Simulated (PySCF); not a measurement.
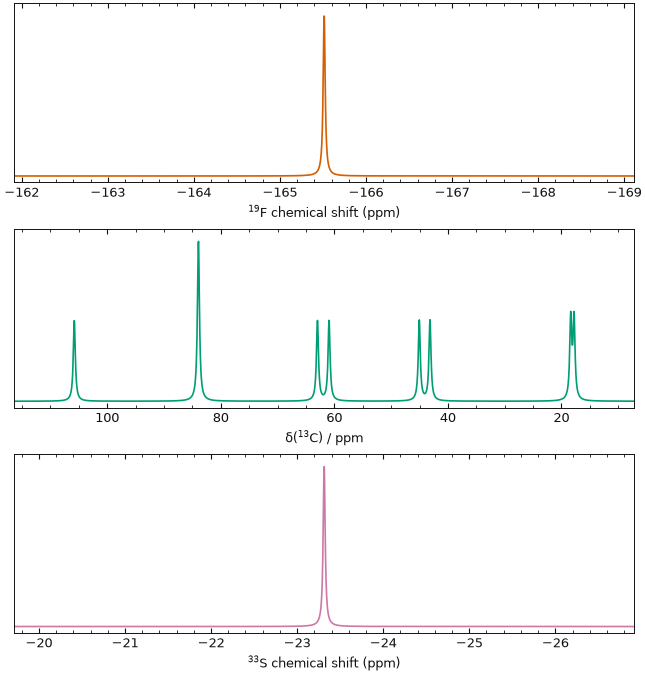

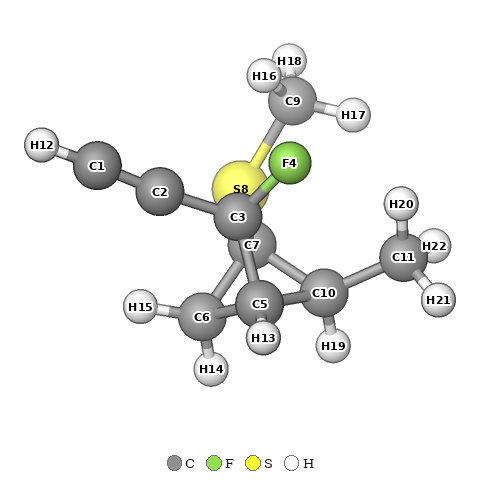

Spectrum and numbered structure of C₉H₁₁FS, SMILES C#C[C@@]1(F)[C@H]2C[C@]1(SC)[C@H]2C. GIAO shifts, PBE0/pcSseg-1 in PySCF 2.14.0, at a GFN2-xTB geometry (no frequency check), against CFCl₃ for ¹⁹F, TMS for ¹³C and CS₂ for ³³S computed at the same level (¹⁹F: this reference is a hard case for the method, so all values can be off together by tens of ppm, and differences between signals are safer). Gas phase, fully decoupled, line heights follow the number of nuclei, widths are arbitrary (no quadrupolar broadening); values of one conformer, averaged over methyl-type rotors and exact or near symmetry; other conformers aren't averaged in.

Q: Where does the ¹⁹F line lie?

A: At −165.5 ppm (F4).

Q: Which atoms give which ¹³C line?

A:
```tsv
δ (ppm)	nuclei	atoms
105.8	1	C3
83.9	1	C1
83.9	1	C2
63.0	1	C10
60.9	1	C7
45.0	1	C5
43.2	1	C6
18.4	1	C9
17.8	1	C11
```

The order of signals that lie close, as those under 2 ppm apart, is within the error of the method.

Q: Where does the ³³S line lie?

A: At −23.3 ppm (S8).

Caveats: the tight-binding geometry is rougher than a DFT one and adds to the error.
